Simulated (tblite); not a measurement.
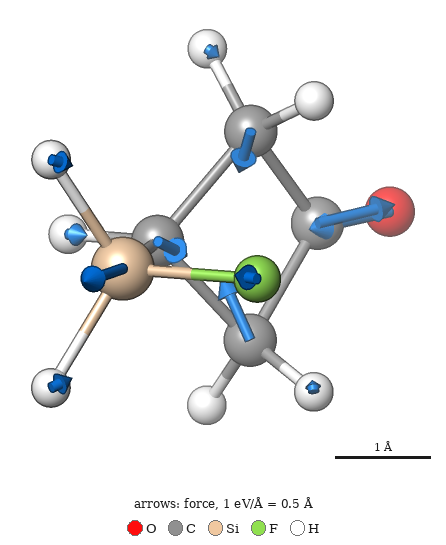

Starting geometry of C4H7FOSi (charge +1, multiplicity 2) with the computed forces as blue arrows. A ball-and-stick model, seen from a free direction.

Computed with tblite, GFN2-xTB geometry optimisation, gas phase. 

Is this structure relaxed? If not, where do the atoms go?

Answer. It isn't relaxed: the largest force vector, on the O atom, is 2.57 eV/Å. The final displacements have little in common with the starting forces (cosine between the two patterns 0.28). The energy falls by 9.16 kcal/mol in 57 geometry steps. The largest move after the best rigid fit is that of the O atom, 0.33 Å. By element the largest moves are O 0.33 Å, F 0.22 Å, H 0.21 Å, C 0.14 Å, Si 0.07 Å. Near-neighbour distances that change, for instance: C–Si 1.902 → 1.992 Å, C–C 1.564 → 1.500 Å, C–C 1.543 → 1.488 Å, H–Si 1.484 → 1.449 Å. Among the angles between lasting bonds that change: H–Si–H 110.2° → 126.5°, C–C–H 111.7° → 102.5°, C–Si–F 107.5° → 98.6°.
